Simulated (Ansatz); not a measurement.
**GaHCl2O (SMILES [OH][Ga]([Cl])[Cl]): BHLYP/def2-SVP**

Aim: the vertical ionisation energy of GaHCl2O at BHLYP/def2-SVP, from 2 runs. 

Program for the calculation: Ansatz 0.2.0.

79 further runs of the same task are left out: 79 set aside as unsound or not needed. Runs told in other sessions of the task aren't counted.

## 1. Starting point

The species is GaHCl2O (5 atoms), meant as a singlet with charge 0. SMILES: `[OH][Ga]([Cl])[Cl]`. The shape is that of a PBE0-D4/def2-TZVP optimisation.

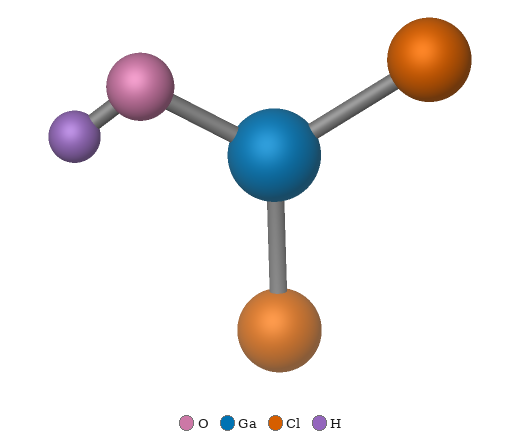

Viewed from a chosen angle; oxygen pink, gallium blue, chlorine orange, hydrogen purple.

## 2. The energy at BHLYP/def2-SVP

input.yaml

```yaml
crystal:
  periodic: [false, false, false]
  atoms:
    - {symbol: O, position_ang: [0.254500, 1.354600, 0.245900]}
    - {symbol: Ga, position_ang: [0.118500, -0.394500, 0.056800]}
    - {symbol: Cl, position_ang: [1.500000, -1.634900, 1.057700]}
    - {symbol: Cl, position_ang: [-1.407900, -1.236300, -1.155800]}
    - {symbol: H, position_ang: [-0.415200, 1.837400, -0.246000]}
basis:
  gaussian: {orbitals: def2-SVP}
magnetization: {spin_polarized: false, initial_magnetization: 0}
hamiltonian: {xc: {name: BHLYP}}
accuracy: high
output: {orbitals: {seedname: orbitals}}
```

Started as:

```sh
$ ansatz run input.yaml --threads 1 --pin off --max-ram 3480MiB --events-out events.jsonl --progress --plain --runs-dir runs
```

The program printed:

```text
Warning: RAYON_NUM_THREADS=1 ignored (pool sized by the plan → 1); use --threads N
Functional definition: BHLYP
  name "BHLYP"
  parameter a = 0.5
  exchange = (1 - a)*b88_x + a*exact_x
  correlation = lyp_c
1675 factors; integrals over basis functions are off by at most 6.0e-9 eV
mean field evaluation 1: about -79468.1158 eV, gradient 4.9e1 eV
mean field evaluation 2: about -79463.4312 eV, gradient 7.0e1 eV
mean field evaluation 4: about -79472.3981 eV, gradient 2.1e0 eV
mean field evaluation 8: about -79472.5911 eV, gradient 4.6e-1 eV
mean field evaluation 16: about -79472.5916 eV, gradient 6.3e-5 eV
mean field -79472.59158026 eV, -2920.5638721173 hartree, gradient 9.4e-8 eV, S^2 0.000000; 0 other end points of the search recorded, 0 dependent functions left out
reference -79472.59160477 eV, -2920.5638730180 hartree; 37, 37 occupied and 50, 50 virtual orbitals, 1675 factors
Total energy: -79472.59160477 eV, -2920.5638730180 hartree
```

Wall time 7.5 s (1 thread of Arm Neoverse V2, shared host); peak memory 0.3 GiB.

## 3. The doublet cation at the same level

in.yaml

```yaml
basis:
  gaussian:
    orbitals: def2-SVP
crystal:
  periodic: [false, false, false]
  atoms:
    - symbol: O
      position_ang: [0.254500, 1.354600, 0.245900]
    - symbol: Ga
      position_ang: [0.118500, -0.394500, 0.056800]
    - symbol: Cl
      position_ang: [1.500000, -1.634900, 1.057700]
    - symbol: Cl
      position_ang: [-1.407900, -1.236300, -1.155800]
    - symbol: H
      position_ang: [-0.415200, 1.837400, -0.246000]
total_charge: 1
magnetization:
  spin_polarized: true
  initial_magnetization: 1
hamiltonian:
  xc: {name: BHLYP}
accuracy: high
output: {orbitals: {seedname: orbitals}}
```

Started as:

```sh
$ ansatz run in.yaml --threads 1 --pin off --max-ram 3480MiB --events-out events.jsonl --progress --plain --runs-dir runs
```

The program printed:

```text
Warning: RAYON_NUM_THREADS=1 ignored (pool sized by the plan → 1); use --threads N
[... 5 set-up lines as earlier in the session ...]
1673 factors; integrals over basis functions are off by at most 6.0e-9 eV
mean field evaluation 1: about -79452.4004 eV, gradient 4.7e1 eV
mean field evaluation 2: about -79413.7897 eV, gradient 9.8e1 eV
mean field evaluation 4: about -79460.6098 eV, gradient 5.7e0 eV
mean field evaluation 8: about -79460.7703 eV, gradient 4.1e-1 eV
mean field evaluation 16: about -79460.7716 eV, gradient 5.9e-3 eV
mean field evaluation 32: about -79460.7716 eV, gradient 1.5e-5 eV
mean field evaluation 64: about -79460.7054 eV, gradient 3.0e-1 eV
mean field -79460.77161450 eV, -2920.1294963873 hartree, gradient 7.2e-8 eV, S^2 0.765311; 6 other end points of the search recorded, 0 dependent functions left out
reference -79460.77163864 eV, -2920.1294972744 hartree; 37, 36 occupied and 50, 51 virtual orbitals, 1673 factors
Total energy: -79460.77163864 eV, -2920.1294972744 hartree
```

Wall time 38 s (1 thread of Arm Neoverse V2, shared host); peak memory 0.46 GiB.

## 4. What came out

Level: BHLYP/def2-SVP.

| quantity | value |
| --- | --- |
| singlet GaHCl2O: total energy | -2920.56387 Eh |
| singlet GaHCl2O: HOMO energy | -10.48 eV |
| singlet GaHCl2O: LUMO energy | -0.43 eV |
| singlet GaHCl2O: HOMO–LUMO gap | 10.06 eV |
| doublet cation: total energy | -2920.12950 Eh |
| doublet cation: HOMO energy (highest over α and β) | -15.87 eV |
| doublet cation: LUMO energy (lowest over α and β) | -13.15 eV |
| doublet cation: ⟨S²⟩ | 0.765 |
| vertical ionisation energy (to the doublet cation) | 11.820 eV |

Removing an electron at fixed nuclei costs 11.82 eV (273 kcal/mol). −ε(HOMO) before ionisation, 10.48 eV, is 1.34 eV below this ionisation energy.
